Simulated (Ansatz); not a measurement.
# 2H-VSSe monolayer in a perpendicular field, part 2 of 3

What dipole does a perpendicular field induce in the 2H-VSSe monolayer? A positive field points along +c.

Ansatz 0.2.0; plane-wave DFT, PBE-D3(BJ), Ansatz PAW.

So far. Step 2 (Relaxing the slab): The lattice constant a goes from 3.250 to 3.219 Å.

## 3. Atoms held, field 0

A sawtooth potential applies the field, turning back in the middle of the vacuum. With the dipole correction the typed value is the field outside the slab. The induced dipole is small, so the SCF threshold is tight.

The cell differs from the one that the last finished run ended in (c 37.766 → 21.086 Å).

File input.yaml:

```yaml
crystal:
  lattice:
    - [3.2188412086, 0.0, 0.0]
    - [-1.6094206043, 2.7875982574, 0.0]
    - [0.0, 0.0, 21.0860699138]
  atoms:
    - { symbol: Se, position: [0.3333333333, 0.6666666667, 0.4268220696], spin: -0.05 }
    - { symbol: V, position: [0.0, 0.0, 0.5056850559], spin: 0.75 }
    - { symbol: S, position: [0.3333333333, 0.6666666667, 0.5731779304] }
magnetization:
  spin_polarized: true
kpoints:
  mp_grid: { grid: [18, 18, 1] }
  band_path:
    path: [[0, 0, 0], [0.5, 0, 0], [0.33333333, 0.33333333, 0], [0, 0, 0]]
    npoints: 16
hamiltonian:
  xc: pbe
  dispersion: d3bj
scf:
  occupations: { method: fermi_dirac, width: 0.02585 }
  convergence: { dr2_threshold: 1.0e-10 }
efield:
  axis: 3
  dipole_correction: true
  ramp_position: 0.97
  ramp_width: 0.06
  amplitude: 0
output:
  dos: { projected: true, e_range: [-6, 5] }
  write_potential: true
  write_density: true
  volumetric_format: npy
  elf: true
```

Run with:

```
ansatz run input.yaml --threads 2 --pin off --max-ram 3072MiB --backend cpu --events-out ev --progress --plain --runs-dir out
```

Numbers of over 12 decimals in the logs are rounded to 6 here.

What it wrote:

```text
[...]
Crystal: 3 atoms, lattice volume = 189.202 Å³
Basis set: ecut = 420 eV, 3779 PW (Γ)
Bands: 22, of which v1, the nominal top of the filled ones, is band 18 counted from 1 (17 counted from 0)
Symmetry: 6 space group operations
k-points: 37 of 324 (time reversal used)
[...]
Starting moments: Σ|m| = 0.8 μB on 2 of 3 sites
[...]
SCF iter   1: F=—  HF=-9287.278529 eV  |F-HF|=—  |Δ(HF+E_count)|=         —  Δρ=2.01e-2 (↑2.01e-2 ↓1.21e-2)  dr2=3.18e0  dr2_m=8.69e-2  M=0.402 μB ∫|m|=0.458 μB  β_m=0.70  ethr=3.10e-3  p=0.000 e·Å  D=7.49e-7 V/Å  ΔV_dip=-0.00 eV  dr2_dipole=2.73e-1  V_vac-E_F(+/−)=6.62/6.62 eV  ⟨swp⟩=10.1  Hψ=9726  notcnv=0
[...]
efield: sawtooth ramp at fractional position 0.9700 (set: `efield.ramp_position`, or a place that a band, a saddle search or an elastic batch's reference lends), width 0.0600; the density the first Hamiltonian is built on has a dipole p = 0.000 e·Å; the dipole correction subtracts the counter field D = 7.49e-7 V/Å, which shifts the + side's vacuum level by -0.00 eV against the − side's; the planar-averaged density in the ramp window peaks in size at 7.4e-6 e/Å³
[...]
SCF iter   2: F=—  HF=-9286.734522 eV  |F-HF|=—  |Δ(HF+E_count)|=   5.44e-1  Δρ=9.20e-3 (↑9.20e-3 ↓8.14e-3)  dr2=9.24e-1  dr2_m=3.25e-3  M=0.471 μB ∫|m|=0.512 μB  β_m=0.40  ethr=3.10e-3  p=-0.022 e·Å  D=-2.13e-2 V/Å  ΔV_dip=0.45 eV  dr2_dipole=8.93e-2  V_vac-E_F(+/−)=6.08/5.63 eV  ⟨swp⟩=2.0  Hψ=2962  notcnv=0  defer=2
density mixer auto → msr1: a metal under ldos (density of states about μ 1.09 of a free-electron gas's, 12 screened modes)
SCF iter   3: F=—  HF=-9286.784817 eV  |F-HF|=—  |Δ(HF+E_count)|=   5.03e-2  Δρ=6.40e-3 (↑4.08e-3 ↓6.40e-3)  dr2=1.12e-1  dr2_m=2.90e-2  M=0.625 μB ∫|m|=0.682 μB  β_m=0.64  ethr=2.64e-3  p=-0.027 e·Å  D=-2.61e-2 V/Å  ΔV_dip=0.55 eV  dr2_dipole=7.30e-3  V_vac-E_F(+/−)=5.75/5.20 eV  ⟨swp⟩=2.0  Hψ=2433  notcnv=0  defer=2
[...]
SCF iter  14: F=-9286.872900 eV  HF=-9286.872900 eV  |F-HF|=9.46e-11  |Δ(HF+E_count)|=  1.66e-10  Δρ=7.68e-8 (↑7.68e-8 ↓6.28e-8)  dr2=3.34e-11  dr2_m=5.12e-12  M=0.960 μB ∫|m|=1.173 μB  ethr=1.00e-12  p=-0.021 e·Å  D=-2.05e-2 V/Å  ΔV_dip=0.43 eV  dr2_dipole=3.33e-12  V_vac-E_F(+/−)=5.77/5.34 eV  ⟨swp⟩=2.5  Hψ=5278  notcnv=0
SCF 1 converged in 14 iterations: F = -9286.872900 eV  dr2 = 3.34e-11
[...]
NSCF: frozen V_eff on 49 k-points
efield: sawtooth ramp at fractional position 0.9700 (kept from the solve that this one continues, or follows in the run), width 0.0600; the density the first Hamiltonian is built on has a dipole p = -0.021 e·Å; the dipole correction subtracts the counter field D = -2.05e-2 V/Å, which shifts the + side's vacuum level by +0.43 eV against the − side's; the planar-averaged density in the ramp window peaks in size at 7.1e-6 e/Å³
SCF converged after 14 iterations
Magnetization: 0.9603 μB (17.9802 up, 17.0198 down)
Absolute magnetization: 1.1697 μB (∫|ρ↑−ρ↓|, with the PAW one-centre terms)
[...]
Per-site moments (μB) at R_I (Å): [(-0.050696, 1.028682), (0.782954, 0.965552), (0.000631791, 0.965552)]
Free energy (F): -9286.872900 eV
[...]
Internal energy: -9286.870937 eV  (E = F + TS)
E sigma→0 (E₀):  -9286.871919 eV
Entropy (-TS):   -0.001963 eV (-0.654 meV/atom)
Fermi energy:    -1.038283 eV
Dipole field:    D = -0.020526 V/Å  (p = -0.021462 e·Å, saw-weighted, corrected)
Work function:   Φ+ = 5.7743 eV   Φ− = 5.3414 eV
Levels:          The Fermi level and band energies are counted from a zero that moves with the ramp; work functions are not
[...]
--- Band table (eV; the first three rows and the last of 74) ---
  k-point 0 ↑: bands = [... 14 lower, -2.8485, -1.8887, -1.8887, -1.0167, 1.5214, 1.5214, 1.8191, 1.8191]
  k-point 1 ↑: bands = [... 14 lower, -2.8552, -1.9370, -1.9144, -1.0311, 1.4168, 1.5290, 1.5944, 1.7782]
  k-point 2 ↑: bands = [... 14 lower, -2.9495, -2.0598, -2.0005, -1.0902, 1.0934, 1.2241, 1.4354, 1.7769]
  k-point 36 ↓: bands = [... 14 lower, -4.2922, -4.1831, -2.4694, -0.3354, 0.7840, 1.4862, 1.7676, 2.7122]
```

Run time: 21 s. Hardware: 2 threads of Intel Xeon Platinum 8375C at 2.90GHz (Ice Lake), shared host; peak memory 0.73 GiB.

This step gave:

- energy at zero smearing: -9286.8719 eV
- total moment: 0.9603 μB
- site moments: -0.05070, 0.7830, 6.32e-4 μB
- work function, upper face: 5.774 eV
- work function, lower face: 5.341 eV
- dipole along the normal: -0.02146 e·Å
- step between the vacuum levels: 0.4328 eV

Running mean over a fixed 2.8 Å (it still follows the layers) of the planar mean; the ramp of the sawtooth is left out. The electron's electrostatic potential energy less the Fermi level by z:

```csv
z (Å),electron's electrostatic potential energy less the Fermi level (eV)
3,5.34
4,5.34
5,5.34
6,5.29
7,4.22
8,0.647
9,-3.29
10,-6.55
11,-7.35
12,-4.67
13,0.191
14,4.67
15,5.73
16,5.77
17,5.77
18,5.77
```

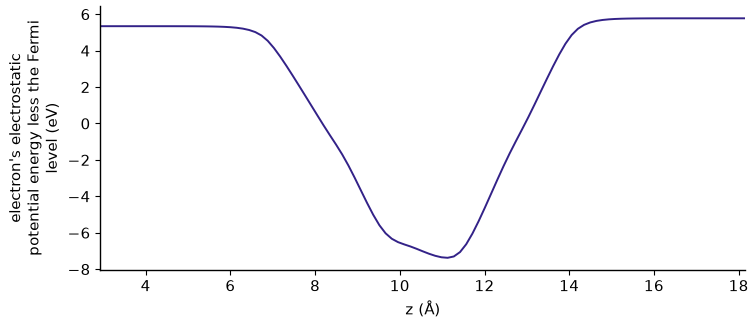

Electron's electrostatic potential energy less the Fermi level, plotted against z.

The density of states has structure finer than the step of the table below, so its rows give means over 0.25 eV, whole bins alone (the curve runs from -6 to 1.99 eV). Peaks (eV: height): total -4.620: 5.33, -3.680: 4.64, -3.440: 4.61, -1.530: 7.70, -1.370: 8.24, 1.220: 4.91, 1.310: 11.4; up -4.620: 3.67, -3.710: 3.48, -2.140: 2.24, -1.530: 7.09, -0.510: 3.32, 1.220: 4.91, 1.310: 11.4; down -4.540: 2.60, -3.490: 4.00, -3.440: 4.20, -1.750: 1.97, -1.370: 6.37, -0.870: 2.06, 0.290: 3.18.

Density of states against energy, zero at the Fermi level; means over each step; values in states/eV a cell:

```csv
energy (eV),total,up,down
-5.75,0.298,0.265,0.0321
-5.50,0.898,0.478,0.420
-5.25,1.32,0.819,0.498
-5.00,1.98,1.08,0.903
-4.75,2.73,1.56,1.17
-4.50,3.37,1.26,2.11
-4.25,1.09,0.484,0.603
-4.00,1.57,1.06,0.508
-3.75,3.37,2.27,1.10
-3.50,3.21,0.724,2.49
-3.25,1.27,0.724,0.547
-3.00,2.07,1.11,0.964
-2.75,2.37,1.30,1.07
-2.50,2.85,1.58,1.27
-2.25,2.76,1.34,1.41
-2.00,1.90,0.849,1.05
-1.75,1.78,0.677,1.11
-1.50,4.19,2.92,1.27
-1.25,4.48,2.00,2.47
-1.00,2.75,1.26,1.49
-0.75,1.67,0.666,1.01
-0.50,2.26,2.03,0.224
-0.25,1.04,1.04,0
0.00,0.812,0.336,0.476
0.25,1.80,0,1.80
0.50,1.13,0,1.13
0.75,0.707,0.233,0.474
1.00,1.17,1.04,0.133
1.25,3.60,3.60,0
1.50,1.63,1.63,0
1.75,0.968,0.869,0.0983
```

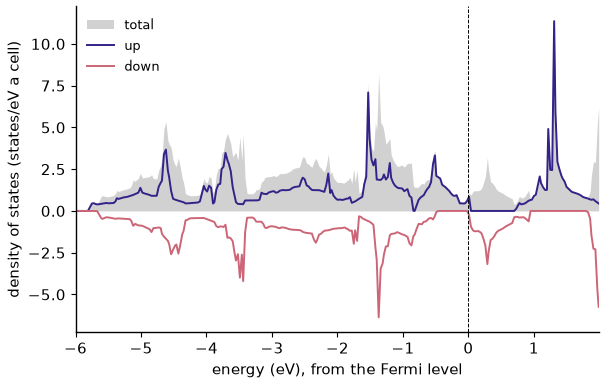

Density of states, plotted against energy. Down spins are drawn negative.

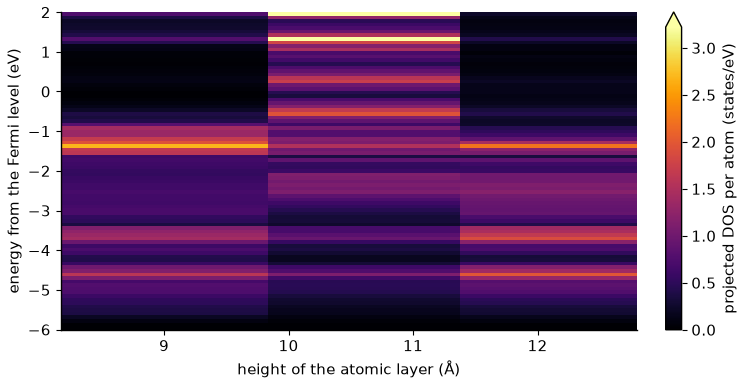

Projected DOS per atom over height of the atomic layer and energy from the Fermi level. Layers: Se V S from below.

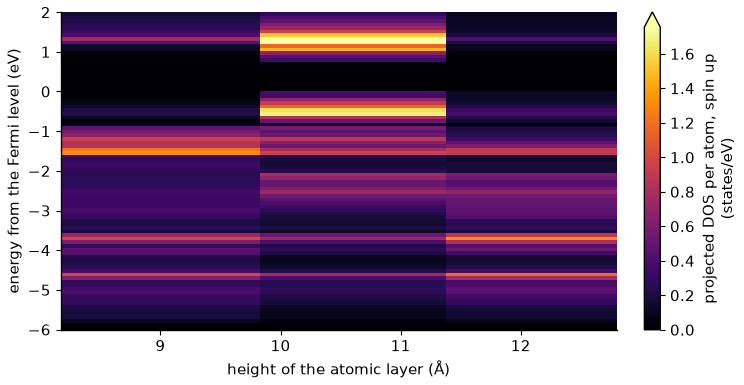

Projected DOS per atom, spin up over height of the atomic layer and energy from the Fermi level. Layers: Se V S from below.

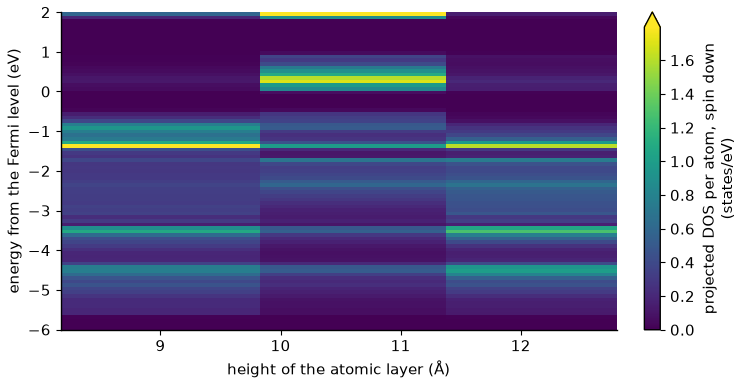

Projected DOS per atom, spin down over height of the atomic layer and energy from the Fermi level. Layers: Se V S from below.

Deep bands are left out, so band numbers here count from the lowest band kept and differ from the log's. Electronic bands along the path, in eV, zero at the Fermi level; # counts the bands kept:

```csv
point,up #5,up #6,up #7,up #8,down #4,down #5,down #6,down #7
Γ,-0.85,-0.85,0.02,2.56,-1.74,-0.48,-0.48,0.94
M,-1.54,-0.84,-0.75,1.07,-2.32,-1.40,-0.76,0.03
K,-3.19,-1.60,-0.13,0.71,-3.25,-3.14,-1.43,0.70
Γ,-0.85,-0.85,0.02,2.56,-1.74,-0.48,-0.48,0.94
```

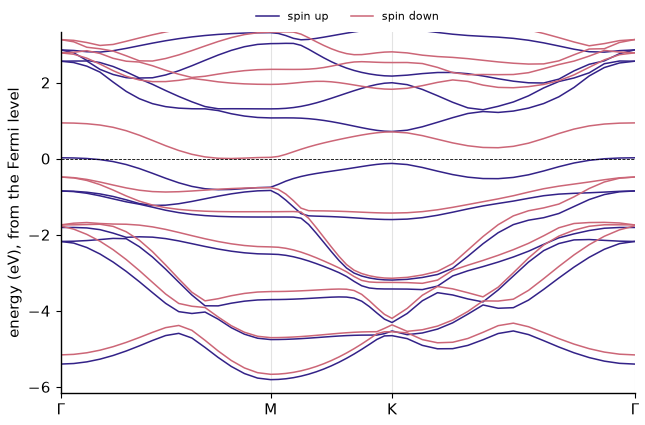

Electronic bands along the path; the two colours are the two spins.

Site moment by atom:

```csv
atom,site moment (μB)
Se1,-0.051
V2,0.783
S3,0.001
```

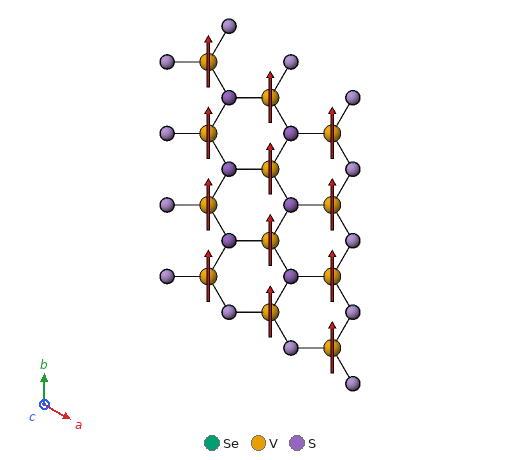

Site moment as arrows, the longest 0.783 μB. Up and down stand for the sign. Arrows give size and sign along the axis of quantisation, drawn up and down the page. Each arrow also spans its atom, so small moments look longer than they are. The two directions have two colours. 2×3×1 cells are drawn. Some periodic images of atoms are drawn too.

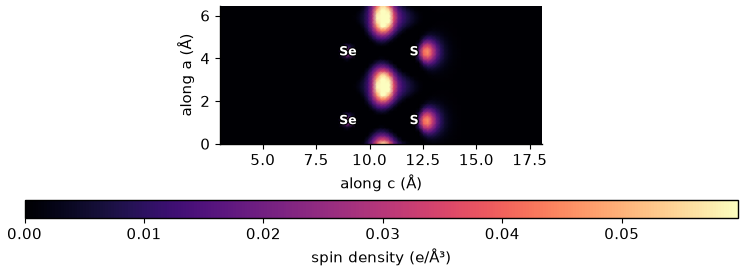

Spin density in the ca plane at fractional y = 0.667, with atoms of Se and S within 0.2 Å of it. The far vacuum is left out of the map.

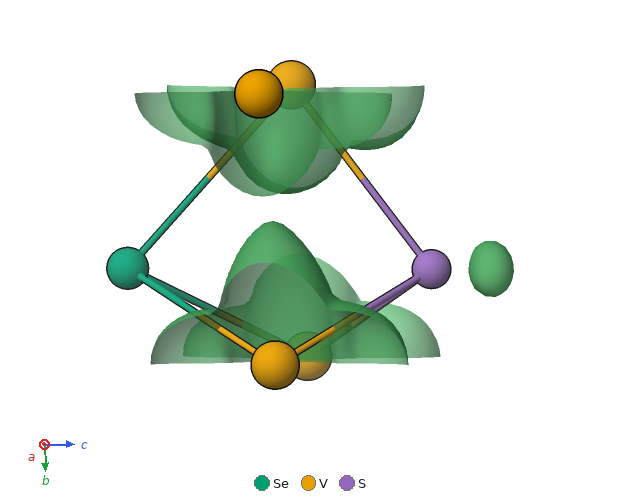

Surface of spin density = 0.036 e/Å³, which holds about 70 % of the integral of its size. Bonds to atoms that aren't drawn are left out.

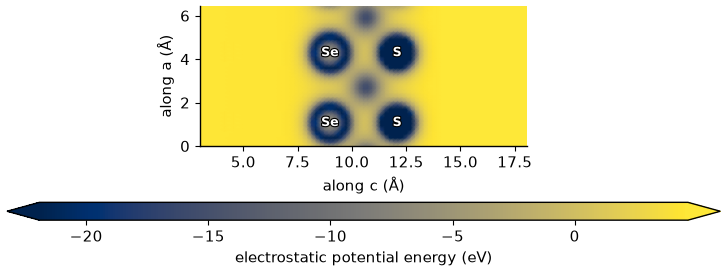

Electrostatic potential energy in the ca plane at fractional y = 0.667, with atoms of Se and S within 0.2 Å of it. With pseudopotentials it is smooth inside the atoms' cores, unlike the true potential. The far vacuum is left out of the map.

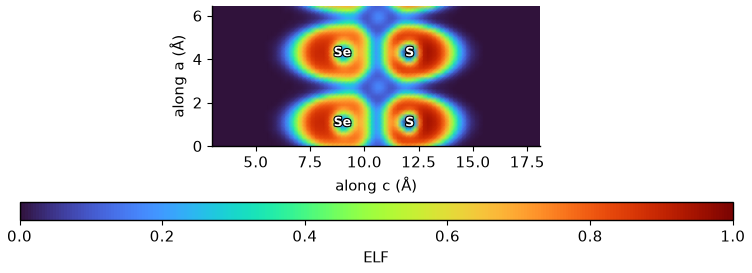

ELF in the ca plane at fractional y = 0.667, with atoms of Se and S within 0.2 Å of it. It is the smooth field of the valence electrons, not physical close to the nuclei. The far vacuum is left out of the map.

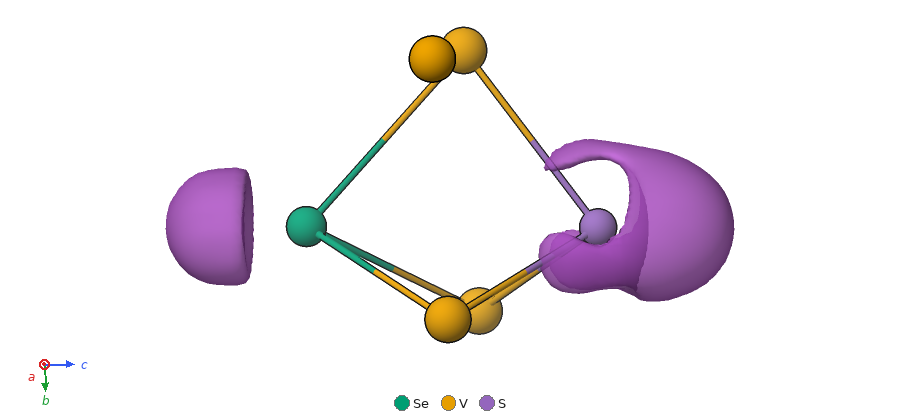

Surface of ELF = 0.85. Bonds to atoms that aren't drawn are left out.

The work function of the upper face is 5.77 eV.

## 4. Atoms held, field 0.1 V/Å

Changes to input.yaml since step 3:

```diff
@@ -27,5 +27,4 @@
   ramp_width: 0.06
-  amplitude: 0
+  amplitude: 0.1
 output:
-  dos: { projected: true, e_range: [-6, 5] }
   write_potential: true
@@ -33,2 +32 @@
   volumetric_format: npy
-  elf: true
```

What it wrote:

```text
[...]
Crystal: 3 atoms, lattice volume = 189.202 Å³
Basis set: ecut = 420 eV, 3779 PW (Γ)
Bands: 22, of which v1, the nominal top of the filled ones, is band 18 counted from 1 (17 counted from 0)
Symmetry: 6 space group operations
k-points: 37 of 324 (time reversal used)
[...]
Starting moments: Σ|m| = 0.8 μB on 2 of 3 sites
[...]
k-point 0 ↑: bands = [... 14 lower, -2.8601, -1.8937, -1.8937, -1.0135, 1.5201, 1.5201, 1.8099, 1.8099]
  k-point 1 ↑: bands = [... 14 lower, -2.8655, -1.9421, -1.9205, -1.0279, 1.4155, 1.5281, 1.5851, 1.7686]
  k-point 2 ↑: bands = [... 14 lower, -2.9577, -2.0652, -2.0091, -1.0874, 1.0837, 1.2240, 1.4326, 1.7693]
  k-point 36 ↓: bands = [... 14 lower, -4.2967, -4.1871, -2.4749, -0.3424, 0.7749, 1.4798, 1.7604, 2.7050]
[key lines of the parts left out:]
SCF converged after 14 iterations
Magnetization: 0.9566 μB (17.9783 up, 17.0217 down)
Free energy (F): -9286.872068 eV
Fermi energy:    -1.039690 eV
Dipole field:    D = 0.004610 V/Å  (p = 0.004821 e·Å, saw-weighted, corrected)
```

Run time: 20 s. Hardware: 2 threads; peak memory 0.73 GiB; 40 s of CPU time.

The dipole is 0.00482 e·Å, 0.0263 e·Å from its value without field.

(Continued in part 3 of 3.)

[Logs are printed without paths, hosts, clocks, repeated set-up lines and the standing remarks that a program may print on its own settings, such as how far it seeks lower states.]

[Hosts, paths, dates, database ids (printed as entryN), source tags and the programs' standing remarks are cut or masked in the printed files.]

[Maps of the electrostatic potential energy from Ansatz leave out the sawtooth potential of an applied field or a dipole correction, so their vacuum need not be flat; planar profiles and work functions include it.]
